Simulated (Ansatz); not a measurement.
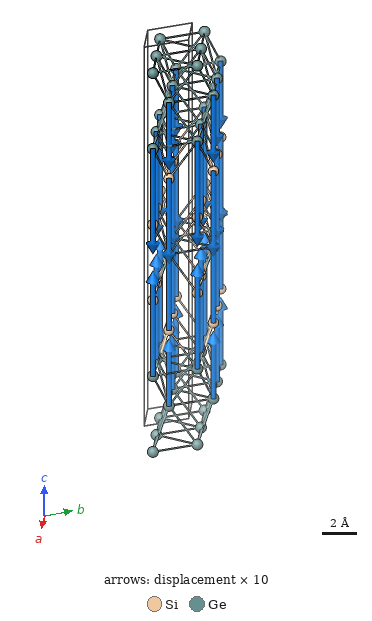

This is a relaxation of a crystal of Si2Ge3 (a generated structure, set up in P-6m2) (coarse preliminary run). The starting structure is drawn; blue arrows show the displacements (the part carried along by the change of the cell is left out), 10 times their true length.

Style: ball-and-stick. Shown: the cell of the calculation, repeated 3 × 2 × 1 with one cell outlined, from a free direction.

All numbers below come from DFT PBE, scalar-relativistic, plane waves, PAW in Ansatz.

The input:
```yaml
crystal:
  lattice:
    - [2.92204033, 0.0, 0.0]
    - [-1.46102016, 2.53056115, 0.0]
    - [0.0, 0.0, 23.86810589]
  atoms:
    - { symbol: Si, position: [0.33333333, 0.66666667, 0.7] }
    - { symbol: Si, position: [0.33333333, 0.66666667, 0.3] }
    - { symbol: Si, position: [0.66666667, 0.33333333, 0.4] }
    - { symbol: Si, position: [0.66666667, 0.33333333, 0.6] }
    - { symbol: Ge, position: [0.33333333, 0.66666667, 0.9] }
    - { symbol: Ge, position: [0.33333333, 0.66666667, 0.1] }
    - { symbol: Ge, position: [0.33333333, 0.66666667, 0.5] }
    - { symbol: Ge, position: [0.66666667, 0.33333333, 0.8] }
    - { symbol: Ge, position: [0.66666667, 0.33333333, 0.0] }
    - { symbol: Ge, position: [0.66666667, 0.33333333, 0.2] }
basis:
  ecutwfc: 420
kpoints:
  mp_grid: { grid: [6, 6, 1] }
hamiltonian:
  xc: pbe
scf:
  occupations: { method: gaussian, width: 0.1 }
  lower_state_search: "off"
output:
  forces: true
  stress: true
  eigenvalues: true
relax:
  adjacent_minimum: "off"
  f_tol: 0.04
  max_steps: 70
  cell: { stress_tol: 0.4 }
```

Launched with:
```bash
ansatz run input.yaml --threads 1 --pin off --max-ram 2560MiB --backend cpu --events-out ev --progress --plain --runs-dir out
```

**Describe the change and its energy.**

The largest moves relative to the cell, 0.67 Å, are those of Ge8 and Ge10. Ge10 goes along +c. Largest moves by element: Ge 0.67 Å, Si 0.54 Å. The volume changes by +0.2 %, with a = b 2.922 → 2.992 Å (+2.4 %), c 23.868 → 22.825 Å (−4.4 %). Some distances before and after: Si1–Si4 2.923 → 2.544 Å, Ge5–Ge9 2.923 → 3.213 Å, Si1–Ge8 2.923 → 2.764 Å, Ge5–Ge8 2.923 → 3.057 Å. The space group stays P-6m2 (No. 187). Over 7 accepted moves (8 points after the start) the energy falls by 0.933 eV per cell of the calculation. The largest force component goes from 0.45 to 0.038 eV/Å. Pressure: 0.01 GPa at the start and −0.16 GPa at the end. The SCF was repeated once at an unchanged geometry on a basis and grid sized afresh for the cell, which shifted the energy by 0.4 meV per cell of the calculation at most.
